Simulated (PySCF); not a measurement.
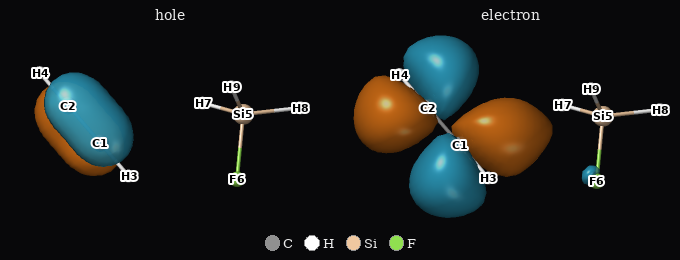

Figure 1: C$_{2}$H$_{5}$FSi, SMILES `C#C.[SiH3]F`. Leading natural transition orbital pair of S₁ (TDA singlet states); the surfaces enclose about 78 % of each orbital's density.

Level of theory: CAM-B3LYP/def2-SVP (PySCF), at a geometry from GFN2-xTB. The pair's geometry is semi-empirical, so its contact may be too short or too long. Without diffuse functions Rydberg states are missing, so the states' numbers hold for this basis only.

Cartesian coordinates (Å):

```
C1      -2.1123   -0.5037    0.0197
C2      -2.9516    0.3451   -0.0125
H3      -1.3747   -1.2506    0.0471
H4      -3.6921    1.0890   -0.0409
Si5      1.3822    0.5565    0.0052
F6       1.3227   -1.0512   -0.0172
H7       0.6202    0.9763   -1.1589
H8       2.7997    0.8732   -0.0784
H9       0.7746    0.9333    1.2708
```

Where does the state lie, and where do hole and electron sit?

6.86 eV (181 nm), f = 0.000 (dark); the leading pair carries 73 %; hole on C1 and C2 (46 % each), electron on C2 (41 %), C1 (40 %) and H3 and H4 (7 % each) (shares are of the whole state, not of the leading pair alone); their centroids lie 0.1 Å apart. The HOMO–LUMO gap is 11.01 eV.

Run time: 110 s on 1 thread of Arm Neoverse V1, on a shared host, peak memory 0.52 GiB.
